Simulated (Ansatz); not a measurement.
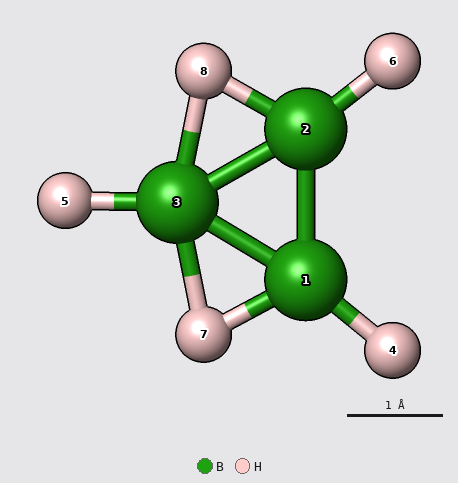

Fig. 1: The structure as given in the input (ball-and-stick view, seen on its broad side; atoms are numbered from 1 in the order of the input). Bond lengths as drawn: B–B 1.58 to 1.60 Å and B–H 1.18 to 1.43 Å.

**B$_{3}$H$_{5}$: single-point calculation**

- system: B$_{3}$H$_{5}$
- method: RKS PBE-D4/def2-TZVPP (Ansatz 0.2.0)

The geometry comes from this level: PBE0-D4/def2-TZVP.

Input
```yaml
crystal:
  periodic: [false, false, false]
  atoms:
    - {symbol: B, position_ang: [-0.112972, 0.459202, 0.088524]}
    - {symbol: B, position_ang: [-0.244417, -1.132639, 0.167185]}
    - {symbol: B, position_ang: [1.081443, -0.415536, 0.638485]}
    - {symbol: H, position_ang: [-0.902873, 1.246336, -0.292354]}
    - {symbol: H, position_ang: [2.177655, -0.484115, 1.082648]}
    - {symbol: H, position_ang: [-1.155527, -1.813362, -0.141180]}
    - {symbol: H, position_ang: [0.937648, 0.992878, 0.464827]}
    - {symbol: H, position_ang: [0.707692, -1.791585, 0.602487]}
basis:
  gaussian: {orbitals: def2-TZVPP}
hamiltonian: {xc: pbe, dispersion: d4}
```

Launch command:
```bash
ansatz run in.yaml --threads 2 --pin off --events-out ev --progress --plain --max-ram 4352MiB
```

The program's output
```
Functional definition: PBE
  name "PBE"
  cite "Perdew, Burke & Ernzerhof, Phys. Rev. Lett. 77, 3865 (1996) doi:10.1103/PhysRevLett.77.3865"
  parent pbe
  parameter kappa = 0.804
  parameter beta = 0.06672455060314922
  exchange = pbe_x(kappa = kappa, mu = beta*pi^2/3)
  correlation = pbe_c(beta = beta)
802 factors; their error is unknown
mean field evaluation 1: about -2098.7877 eV, gradient 4.7e1 eV
mean field evaluation 2: about -2093.3019 eV, gradient 6.1e1 eV
mean field evaluation 4: about -2105.7063 eV, gradient 6.0e0 eV
mean field evaluation 8: about -2105.8044 eV, gradient 4.8e-2 eV
mean field -2105.80437333 eV, -77.3868833544 hartree, gradient 7.1e-5 eV, S^2 0.000000; 0 other end points of the search recorded, 0 dependent functions left out
reference -2105.80441754 eV, -77.3868849791 hartree; 10, 10 occupied and 153, 153 virtual orbitals, 802 factors
Total energy: -2105.90256341 eV, -77.3904917734 hartree
```

Summary

```tsv
quantity	value
outcome	converged
total energy	−2105.9026 eV
mean-field energy	−2105.8044 eV
dispersion energy	−0.0981 eV
SCF solution under orbital rotations	stable
hardware	2 threads of Intel Xeon @ 2.50GHz, 11 GiB of memory available, shared host
wall time	2.2 s (CPU time 4 s)
peak memory	0.16 GiB
```
